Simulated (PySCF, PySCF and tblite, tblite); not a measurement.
# C4H4FN: telling isomers apart by computed NMR, part 2 of 2

PySCF and tblite. Atoms count from 0.

## 7. The ensemble, isomer B: properties at PBE0/pcSseg-1

The job: settings as JSON, then the geometry in Å.

```
{"job": {"study": "conf", "smiles": "C/C=C(/F)C#N", "search": {"seed": 2167, "n_embed": 45, "ff_keep": 10, "window": 2.5, "nmax": 6, "temps": [250, 298.15, 350], "t_ref": 298.15, "order": 0.0005}, "level": {"nmr": {"xc": "PBE0", "basis": "pcSseg-1"}}, "kind": "conf"}, "charge": 0, "multiplicity": 1}
C     -1.310364    -0.132564    -0.091328
C      0.022401    -0.785359    -0.092077
C      1.177091    -0.134644     0.048093
F      2.350479    -0.807943     0.036481
C      1.300710     1.266500     0.217123
N      1.389086     2.400666     0.353066
H     -1.228203     0.944077     0.034414
H     -1.920041    -0.541432     0.714138
H     -1.825288    -0.345297    -1.027901
H      0.053013    -1.859350    -0.214538
```

Output:

```text
conformer  sym    E(xTB)   E(DFT)   G(298.15 K)  weight  dipole/D
    1     Cs      0.000    0.000    0.000   1.0000    3.877

mean shielding (ppm) by class
class atoms           250 K   298.15 K      350 K
  0 C  0            171.081    171.081    171.081
  1 C  1             52.222     52.222     52.222
  2 C  2             43.189     43.189     43.189
  3 F  3            296.388    296.388    296.388
  4 C  4              70.89      70.89      70.89
  5 N  5            -65.701    -65.701    -65.701
  6 H  6,7,8         29.604     29.604     29.604
  7 H  9             25.227     25.227     25.227
```

Run time: 7.1 s. Hardware: 1 thread of Arm Neoverse V1, shared host. This counts the runs that the step sums up.

The search (ETKDG and KDG, MMFF94s, GFN2-xTB) embedded 45 structures, kept 1 distinct ones after the force field and 1 after xTB; 1 was carried on (window 2.5 kcal/mol at the search's own energies). Energies: PBE0/pcSseg-1 with D3(BJ).

Conformer by conformer (298 K):

```
no.  group  mirror pair  ΔE xTB  ΔE DFT    ΔG  weight (%)  μ (D)     A, B, C (GHz)
  1     Cs           no    0.00    0.00  0.00       100.0   3.88  4.44, 3.44, 1.96
```

Energies in kcal/mol. ΔG holds xTB vibrations and rotation, symmetry numbers and mirror pairs.

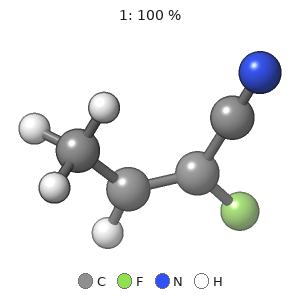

The one conformer.

Shifts against references run at the same level (¹⁵N NH3 267.7, ¹³C TMS 186.9, ¹H TMS 31.72, ¹⁹F CFCl3 170.9 ppm of shielding), by class of atoms, at 298 K:

```
     atoms                           environment  average
        C2       fully substituted alkene carbon    143.7
        C1                             alkene CH    134.7
        C4                        nitrile carbon    116.0
        C0                 allylic methyl carbon     15.8
        H9              hydrogen on an alkene CH     6.49
H6, H7, H8  hydrogen on an allylic methyl carbon     2.11
        F3                      vinylic fluorine   -125.4
        N5                      nitrile nitrogen    333.4
```

Effective distances for nuclear Overhauser effects, ⟨r⁻⁶⟩^(−1/6) over all pairs of two classes (Å): H6···H9 2.66.

## 8. Shieldings, isomer B, conformer 1: OLYP/pcSseg-1 in dichloromethane

The job: settings as JSON, then the geometry in Å.

```
{"job": {"xc": "OLYP", "basis": "pcSseg-1", "solvent": "dichloromethane", "kind": "nmr", "pop": false}, "charge": 0, "multiplicity": 1}
C     -1.310364    -0.132564    -0.091328
C      0.022401    -0.785359    -0.092077
C      1.177091    -0.134644     0.048093
F      2.350479    -0.807943     0.036481
C      1.300710     1.266500     0.217123
N      1.389086     2.400666     0.353066
H     -1.228203     0.944077     0.034414
H     -1.920041    -0.541432     0.714138
H     -1.825288    -0.345297    -1.027901
H      0.053013    -1.859350    -0.214538
```

Output:

```text
coarse grid: 8976 points
cycle   1  E = -309.1443106337  dE =  7.064e-01  |g| = 6.457e-01  |ddm| = 3.018e+00
cycle   2  E = -308.8448737922  dE =  2.994e-01  |g| = 1.354e+00  |ddm| = 1.615e+00
cycle   3  E = -309.2039863019  dE = -3.591e-01  |g| = 3.322e-01  |ddm| = 1.163e+00
cycle   4  E = -309.2275499222  dE = -2.356e-02  |g| = 8.931e-02  |ddm| = 2.615e-01
cycle   5  E = -309.2289902503  dE = -1.440e-03  |g| = 3.525e-02  |ddm| = 9.478e-02
cycle   6  E = -309.2292843647  dE = -2.941e-04  |g| = 1.426e-02  |ddm| = 3.703e-02
cycle   7  E = -309.2293280707  dE = -4.371e-05  |g| = 3.504e-03  |ddm| = 1.306e-02
cycle   8  E = -309.2293306006  dE = -2.530e-06  |g| = 8.710e-04  |ddm| = 3.216e-03
final grid: 88920 points
cycle   9  E = -309.2640449296  dE = -7.316e-05  |g| = 1.284e-02  |ddm| = 4.696e-02
cycle  10  E = -309.2640030600  dE =  4.187e-05  |g| = 1.993e-02  |ddm| = 2.436e-02
cycle  11  E = -309.2640695534  dE = -6.649e-05  |g| = 4.373e-03  |ddm| = 1.663e-02
cycle  12  E = -309.2640735122  dE = -3.959e-06  |g| = 1.114e-03  |ddm| = 3.426e-03
cycle  13  E = -309.2640737444  dE = -2.322e-07  |g| = 3.398e-04  |ddm| = 9.258e-04
cycle  14  E = -309.2640737706  dE = -2.617e-08  |g| = 7.462e-05  |ddm| = 2.684e-04
cycle  15  E = -309.2640737717  dE = -1.144e-09  |g| = 2.144e-05  |ddm| = 6.408e-05
cycle  16  E = -309.2640737718  dE = -7.526e-11  |g| = 1.308e-05  |ddm| = 2.732e-05
converged SCF energy = -309.2640737718

GIAO shielding tensors (ppm)
atom      isotropic    diamagn.    paramagn.     s11        s22        s33       span
  0 C      166.417     248.416     -81.999    151.133    168.089    180.029     28.896
  1 C       48.998     257.339    -208.341    -55.633     48.617    154.010    209.643
  2 C       47.208     249.439    -202.231    -30.695     75.142     97.179    127.874
  3 F      287.312     472.090    -184.778    233.665    305.025    323.248     89.583
  4 C       70.187     261.105    -190.918    -35.849    -33.807    280.217    316.066
  5 N      -36.990     342.390    -379.380   -189.977   -139.084    218.090    408.068
  6 H       29.523      31.670      -2.147     25.602     29.934     33.033      7.431
  7 H       29.489      28.611       0.878     25.640     26.977     35.849     10.209
  8 H       29.491      28.601       0.889     25.643     26.980     35.848     10.205
  9 H       24.865      30.488      -5.623     23.163     23.493     27.938      4.775
```

Wall time 7.4 s (1 thread of Arm Neoverse V1, shared host).

Key values: HOMO -6.41 eV, LUMO -2.05 eV; dipole 4.67 D.

## 9. Single-point energy, isomer B, conformer 1: LC-wPBE/cc-pVDZ in dichloromethane

Changed since step 8:

```diff
@@ -1,2 +1,2 @@
-{"job": {"xc": "OLYP", "basis": "pcSseg-1", "solvent": "dichloromethane", "kind": "nmr", "pop": false}, "charge": 0, "multiplicity": 1}
+{"job": {"xc": "LC-wPBE", "basis": "cc-pVDZ", "solvent": "dichloromethane", "kind": "sp"}, "charge": 0, "multiplicity": 1}
 C     -1.310364    -0.132564    -0.091328
```

Output:

```text
coarse grid: 8976 points
cycle   1  E = -309.0701894208  dE =  1.075e+00  |g| = 6.939e-01  |ddm| = 5.831e+00
cycle   2  E = -309.0329921341  dE =  3.720e-02  |g| = 8.766e-01  |ddm| = 2.007e+00
cycle   3  E = -309.1782658950  dE = -1.453e-01  |g| = 5.981e-02  |ddm| = 1.092e+00
cycle   4  E = -309.1789889307  dE = -7.230e-04  |g| = 3.926e-02  |ddm| = 1.425e-01
cycle   5  E = -309.1792986495  dE = -3.097e-04  |g| = 8.808e-03  |ddm| = 6.467e-02
cycle   6  E = -309.1793175250  dE = -1.888e-05  |g| = 2.234e-03  |ddm| = 1.552e-02
cycle   7  E = -309.1793190731  dE = -1.548e-06  |g| = 6.691e-04  |ddm| = 5.337e-03
final grid: 88920 points
cycle   8  E = -309.1912343863  dE = -3.858e-05  |g| = 9.222e-03  |ddm| = 6.073e-02
cycle   9  E = -309.1912350545  dE = -6.682e-07  |g| = 9.822e-03  |ddm| = 2.280e-02
cycle  10  E = -309.1912497732  dE = -1.472e-05  |g| = 4.160e-04  |ddm| = 1.135e-02
cycle  11  E = -309.1912498189  dE = -4.570e-08  |g| = 1.863e-04  |ddm| = 1.181e-03
cycle  12  E = -309.1912498278  dE = -8.954e-09  |g| = 5.716e-05  |ddm| = 4.073e-04
cycle  13  E = -309.1912498286  dE = -7.919e-10  |g| = 2.769e-05  |ddm| = 1.133e-04
converged SCF energy = -309.1912498286
```

Wall time 4 s (1 thread of Arm Neoverse V1, shared host).

In short: HOMO -10.22 eV, LUMO 1.14 eV; dipole 4.57 D.

## 10. Averages, isomer B: properties at OLYP/pcSseg-1 in dichloromethane

The job: settings as JSON, then the geometry in Å.

```
{"job": {"study": "conf", "smiles": "C/C=C(/F)C#N", "search": {"seed": 2167, "n_embed": 45, "ff_keep": 10, "window": 2.5, "nmax": 6, "temps": [250, 298.15, 350], "t_ref": 298.15, "order": 0.0005}, "level": {"nmr": {"xc": "OLYP", "basis": "pcSseg-1", "solvent": "dichloromethane"}, "sp": {"xc": "LC-wPBE", "basis": "cc-pVDZ", "solvent": "dichloromethane"}, "change": "OLYP/pcSseg-1; solvent dichloromethane; energies LC-wPBE/cc-pVDZ"}, "kind": "conf"}, "charge": 0, "multiplicity": 1}
C     -1.310364    -0.132564    -0.091328
C      0.022401    -0.785359    -0.092077
C      1.177091    -0.134644     0.048093
F      2.350479    -0.807943     0.036481
C      1.300710     1.266500     0.217123
N      1.389086     2.400666     0.353066
H     -1.228203     0.944077     0.034414
H     -1.920041    -0.541432     0.714138
H     -1.825288    -0.345297    -1.027901
H      0.053013    -1.859350    -0.214538
```

Output:

```text
conformer  sym    E(xTB)   E(DFT)   G(298.15 K)  weight  dipole/D
    1     Cs      0.000    0.000    0.000   1.0000    4.569

mean shielding (ppm) by class
class atoms           250 K   298.15 K      350 K
  0 C  0            166.417    166.417    166.417
  1 C  1             48.998     48.998     48.998
  2 C  2             47.208     47.208     47.208
  3 F  3            287.312    287.312    287.312
  4 C  4             70.187     70.187     70.187
  5 N  5             -36.99     -36.99     -36.99
  6 H  6,7,8         29.501     29.501     29.501
  7 H  9             24.865     24.865     24.865
```

Run time: 11 s. Hardware: 1 thread of Arm Neoverse V1, shared host. This counts the runs that the step sums up.

Against the first level, at 298 K (shieldings, ppm; largest changes first):

```
     atoms  PBE0/pcSseg-1  OLYP/pcSseg-1 in dichloromethane  change
        N5          -65.7                             -37.0   +28.7
        F3          296.4                             287.3    -9.1
        C0          171.1                             166.4    -4.7
        C2           43.2                              47.2    +4.0
        C1           52.2                              49.0    -3.2
        C4           70.9                              70.2    -0.7
        H9          25.23                             24.86   -0.36
H6, H7, H8          29.60                             29.50   -0.10
```

Weights: from PBE0/pcSseg-1 energies 1: 100 %; from LC-wPBE/cc-pVDZ in dichloromethane energies 1: 100 % (with a dispersion term where the level has one and the same thermal terms, so they don't follow from the SCF energies alone). Times: 7.1 s and 11 s.

## 11. Which isomer fits the signals?

The job: settings as JSON, then the geometry in Å.

```
{"job": {"study": "set", "relation": "E/Z isomers", "members": [{"smiles": "[CH3:1]/[CH:2]=[C:3](\\[F:4])[C:5]#[N:6]"}, {"smiles": "[CH3:1]/[CH:2]=[C:3](/[F:4])[C:5]#[N:6]"}], "charge": 0, "search": {"seed": 2167, "n_embed": 45, "ff_keep": 10, "window": 2.5, "nmax": 6, "temps": [250, 298.15, 350], "t_ref": 298.15, "order": 0.0005}, "level": {"nmr": {"xc": "PBE0", "basis": "pcSseg-1"}}, "dp4": {"C": [2.5, 10], "H": [0.2, 10]}, "second_levels": [{"nmr": {"xc": "OLYP", "basis": "pcSseg-1", "solvent": "dichloromethane"}, "wide": true, "sp": {"xc": "LC-wPBE", "basis": "cc-pVDZ", "solvent": "dichloromethane"}, "change": "OLYP/pcSseg-1; solvent dichloromethane; energies LC-wPBE/cc-pVDZ"}], "kind": "set"}, "charge": 0, "multiplicity": 1}
C     -1.533708    -0.118340     0.088299
C     -0.107875    -0.374832    -0.235586
C      0.907435     0.396301     0.156833
F      0.705290     1.505592     0.903335
C      2.261133     0.131765    -0.163738
N      3.352105    -0.094646    -0.430180
H     -1.949013    -0.969154     0.628088
H     -2.106760    -0.004202    -0.831692
H     -1.644983     0.778220     0.692523
H      0.125259    -1.246050    -0.830411
```

Output:

```text
isomer  G rel   conformers  SMILES
A     0.000      1   C/C=C(\F)C#N
B     0.710      1   C/C=C(/F)C#N

signals of isomer B at the second level: probabilities [0.06401, 0.93599]
```

It took 35 s on 1 thread of Arm Neoverse V1, shared host. This counts the whole study up to here.

The 2 candidates (E/Z isomers), with energies and dipoles from their ensembles above, at 298 K; shieldings at PBE0/pcSseg-1:

```
isomer        SMILES  conformers    ΔE    ΔG  μ rms (D)
     A  C/C=C(\F)C#N           1  0.00  0.00       4.17
     B  C/C=C(/F)C#N           1  0.64  0.71       3.88
```

Energies in kcal/mol.

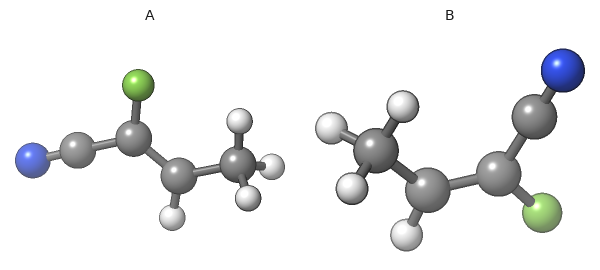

The leading conformer of each candidate.

The signals of isomer B, computed at a second level (OLYP/pcSseg-1 in dichloromethane), stand in for a spectrum. The test takes 4 C values, 2 H values (hydrogens on carbon alone). Each candidate's shieldings are matched to them by assigned atoms (like hydrogens of one group may swap) by a straight-line fit, or by a shift alone where signals are few or close (slope 1; a small slope inflates the errors), and the errors are weighed by Student-t tails (C: width 2.5 ppm, H: width 0.2 ppm).

```
candidate  C slope  C mean error  C largest  H slope  H mean error  H largest  P(C)  P(H)  P(all)
        A     1.06           1.9        3.6     1.00          0.32       0.32  47.9   6.9     6.4
        B     1.04           1.8        3.5     1.00          0.13       0.13  52.1  93.1    93.6
```

Errors in ppm, probabilities in per cent.

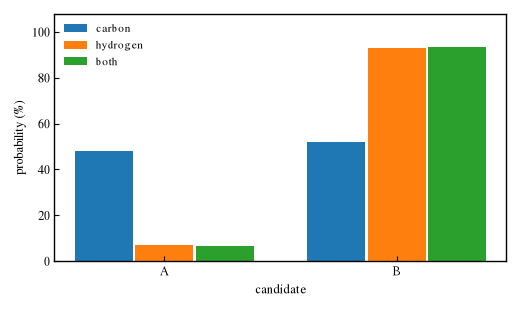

Probabilities for the signals of isomer B.

## 12. Outcome

The summary covers parts 1 to 2.

| quantity | value |
| --- | --- |
| conformers, isomer A | 1; the first in weight is no. 1 (Cs), 100 % at 298 K |
| root-mean-square dipole, isomer A | 4.17 D |
| averaged ¹³C shifts, isomer A (PBE0/pcSseg-1) | 143.5, 135.1, 117.8, 14.2 ppm |
| averaged ¹H shifts, isomer A (PBE0/pcSseg-1) | 6.09, 2.08 ppm |
| averaged ¹⁹F shifts, isomer A (PBE0/pcSseg-1) | -131.2 ppm |
| conformers, isomer B | 1; the first in weight is no. 1 (Cs), 100 % at 298 K |
| root-mean-square dipole, isomer B | 3.88 D |
| averaged ¹³C shifts, isomer B (PBE0/pcSseg-1) | 143.7, 134.7, 116.0, 15.8 ppm |
| averaged ¹H shifts, isomer B (PBE0/pcSseg-1) | 6.49, 2.11 ppm |
| averaged ¹⁹F shifts, isomer B (PBE0/pcSseg-1) | -125.4 ppm |
| lowest in free energy | isomer A |
| signals of B (OLYP/pcSseg-1 in dichloromethane) | best fit B, 94 % |

In words: The search found one conformer for isomer A in the window, so the averages are its own values. The search found one conformer for isomer B in the window, so the averages are its own values. Going from PBE0/pcSseg-1 to OLYP/pcSseg-1 in dichloromethane moves N5 of isomer B most, by 28.7 ppm of raw shielding. The test names the right isomer, B, with 94 %. The stand-in spectrum is computed, so it shares geometries and errors with the candidates; a measured one would test harder.
